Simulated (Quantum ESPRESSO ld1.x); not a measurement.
Run report: Kr⁴⁺, atomic calculation

The Kr⁴⁺ ion in the configuration [Ar] 3d10 4s2 4p2 (high spin). Computed at this level: non-relativistic Kohn-Sham, LDA (Slater exchange, Perdew-Wang correlation), spin-polarised, spherical densities, point nucleus (Quantum ESPRESSO ld1.x 7.5).

### The input
```
 &input
    zed=36.0,
    iswitch=1,
    rel=0,
    lsd=1,
    dft='PW',
    config='[Ar] 3d10 4s2 4p2',
    verbosity='high',
    prefix='ld1',
    max_out_wfc=37,
    file_charge='ld1.rho',
 /
```

### Log
```
     Program LD1 v.7.5 starts

     --------------------------- All-electron run ----------------------------

     atomic number is 36.00
     dft =PW   lsd =1 sic =0 latt =0  beta=0.20 tr2=1.0E-14
     Exchange-correlation= PW
                           (   1   4   0   0   0   0   0)
     mesh =1899 r(mesh) =  99.53219 a.u. xmin = -7.00 dx = 0.00800
     1 Ry =  13.60569312 eV

     n l     nl                  e(Ry)          e(Ha)          e(eV)
     1 0     1S 1( 1.00)   -1024.241162978    -512.120581489 -13935.5109474
     2 0     2S 1( 1.00)    -136.773752991     -68.386876496  -1860.9017105
     2 1     2P 1( 3.00)    -124.249059967     -62.124529984  -1690.4945807
     3 0     3S 1( 1.00)     -22.781172678     -11.390586339   -309.9536444
     3 1     3P 1( 3.00)     -18.324108984      -9.162054492   -249.3122036
     3 2     3D 1( 5.00)     -10.292965735      -5.146482868   -140.0429331
     4 0     4S 1( 1.00)      -5.356583587      -2.678291793    -72.8800325
     4 1     4P 1( 2.00)      -4.230229945      -2.115114973    -57.5552105
     1 0     1S 2( 1.00)   -1024.224443374    -512.112221687 -13935.2834656
     2 0     2S 2( 1.00)    -136.762744193     -68.381372097  -1860.7519282
     2 1     2P 2( 3.00)    -124.233488707     -62.116744354  -1690.2827230
     3 0     3S 2( 1.00)     -22.758691891     -11.379345946   -309.6477778
     3 1     3P 2( 3.00)     -18.298861904      -9.149430952   -248.9686996
     3 2     3D 2( 5.00)     -10.262750745      -5.131375373   -139.6318372
     4 0     4S 2( 1.00)      -5.181924266      -2.590962133    -70.5036713
     4 1     4P 2( 0.00)      -4.057428683      -2.028714342    -55.2041295

     final scf error:  9.5E-15 reached in  27 iterations

     Etot =   -5491.021811 Ry,   -2745.510906 Ha,  -74709.157692 eV
     Total magnetization:    2.00 Bohr mag.

     Ekin =    5486.643899 Ry,    2743.321949 Ha,   74649.593164 eV
     Encl =  -13002.449265 Ry,   -6501.224633 Ha, -176907.334550 eV
     Eh   =    2204.997870 Ry,    1102.498935 Ha,   30000.524350 eV
     Exc  =    -180.214314 Ry,     -90.107157 Ha,   -2451.940657 eV

     normalization and overlap integrals

     s(1S/1S) =  1.000000  <r> =   0.0425  <r2> =    0.0024  r(max) =   0.0280
     s(1S/2S) = -0.000000
     s(1S/3S) =  0.000000
     s(1S/4S) =  0.000000
     s(2S/2S) =  1.000000  <r> =   0.1881  <r2> =    0.0416  r(max) =   0.1589
     s(2S/3S) =  0.000000
     s(2S/4S) =  0.000000
     s(2P/2P) =  1.000000  <r> =   0.1620  <r2> =    0.0320  r(max) =   0.1250
     s(2P/3P) = -0.000000
     s(2P/4P) =  0.000000
     s(3S/3S) =  1.000000  <r> =   0.5421  <r2> =    0.3377  r(max) =   0.4754
     s(3S/4S) = -0.000000
     s(3P/3P) =  1.000000  <r> =   0.5453  <r2> =    0.3477  r(max) =   0.4679
     s(3P/4P) = -0.000000
     s(3D/3D) =  1.000000  <r> =   0.5512  <r2> =    0.3731  r(max) =   0.4084
     s(4S/4S) =  1.000000  <r> =   1.4499  <r2> =    2.3690  r(max) =   1.3028
     s(4P/4P) =  1.000000  <r> =   1.5983  <r2> =    2.8942  r(max) =   1.4226
     s(1S/1S) =  1.000000  <r> =   0.0425  <r2> =    0.0024  r(max) =   0.0280
     s(1S/2S) = -0.000000
     s(1S/3S) =  0.000000
     s(1S/4S) =  0.000000
     s(2S/2S) =  1.000000  <r> =   0.1881  <r2> =    0.0416  r(max) =   0.1589
     s(2S/3S) = -0.000000
     s(2S/4S) =  0.000000
     s(2P/2P) =  1.000000  <r> =   0.1620  <r2> =    0.0320  r(max) =   0.1250
     s(2P/3P) = -0.000000
     s(2P/4P) =  0.000000
     s(3S/3S) =  1.000000  <r> =   0.5418  <r2> =    0.3371  r(max) =   0.4754
     s(3S/4S) =  0.000000
     s(3P/3P) =  1.000000  <r> =   0.5447  <r2> =    0.3468  r(max) =   0.4679
     s(3P/4P) =  0.000000
     s(3D/3D) =  1.000000  <r> =   0.5494  <r2> =    0.3701  r(max) =   0.4084
     s(4S/4S) =  1.000000  <r> =   1.4507  <r2> =    2.3763  r(max) =   1.3028
     s(4P/4P) =  1.000000  <r> =   1.6073  <r2> =    2.9345  r(max) =   1.4226

     ------------------------ End of All-electron run ------------------------
```

### Orbitals

```tsv
orbital	occupation	energy (eV)	⟨r⟩ (bohr)	outer maximum (bohr)
1s up	1	−13935.5	0.04250	0.0280
1s down	1	−13935.3	0.04250	0.0280
2s up	1	−1860.9	0.1881	0.159
2s down	1	−1860.8	0.1881	0.159
2p up	3	−1690.5	0.1620	0.125
2p down	3	−1690.3	0.1620	0.125
3s up	1	−309.954	0.5421	0.475
3s down	1	−309.648	0.5418	0.475
3p up	3	−249.312	0.5453	0.468
3p down	3	−248.969	0.5447	0.468
3d up	5	−140.043	0.5512	0.408
3d down	5	−139.632	0.5494	0.408
4s up	1	−72.880	1.450	1.30
4s down	1	−70.504	1.451	1.30
4p up	2	−57.555	1.598	1.42
4p down	0	−55.204	1.607	1.42
```

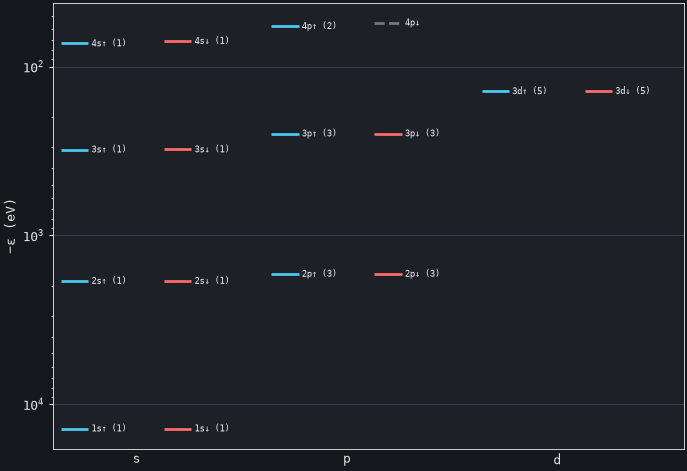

*The occupied levels and a few empty ones, on a logarithmic scale of binding energy, are drawn by angular momentum (occupations in brackets, up spins at the left of each column and down spins at the right, empty levels dashed).*

The highest occupied level is 4p up at −57.6 eV. The highest 5 occupied levels, from the top down, are 4p up (−57.6 eV), 4s down (−70.5 eV), 4s up (−72.9 eV), 3d down (−139.6 eV), 3d up (−140.0 eV). The lowest empty level drawn is 4p down at −55.2 eV. The largest exchange splitting (down less up) among the shells drawn in both spins is that of 4s, 2.38 eV. The semi-empirical ionisation energy (NIST) is 64.7 eV; minus the highest level, 57.6 eV, lies 11 % below it, as is usual for a semilocal functional, whose potential decays too fast.

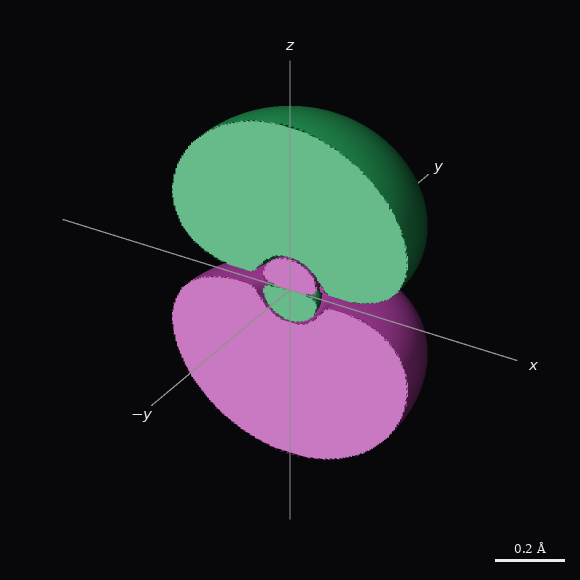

*One occupied orbital of down spin is shown. The surface of constant |ψ| that holds about 95 % of the electron is drawn, green where ψ is positive and pink where it is negative, with the half in front of the xz plane cut away and the cut face painted. The radial function comes from the spherical calculation and is multiplied by a real spherical harmonic; the overall sign is chosen so that the largest lobe of P(r) is positive.*

It is 3p(z) of down spin. It has the nodal plane xy and 1 radial node, at r = 0.203 bohr. The outermost maximum of P² lies at 0.468 bohr, ⟨r⟩ = 0.545 bohr, 90 % of the charge lies within 0.830 bohr, and the eigenvalue is −249.0 eV, with 3 electrons in the shell for this spin.

### Results in brief

- outcome: converged
- total energy: −2745.5109 hartree
- kinetic energy: 2743.3219 hartree
- electron–nucleus energy: −6501.2246 hartree
- Hartree energy: 1102.4989 hartree
- exchange–correlation energy: −90.107157 hartree
- radius at density 0.001 e/bohr³: 3.06 bohr
- SCF iterations: 27
- hardware: 1 CPU thread, shared host
- wall time: 0.66 s
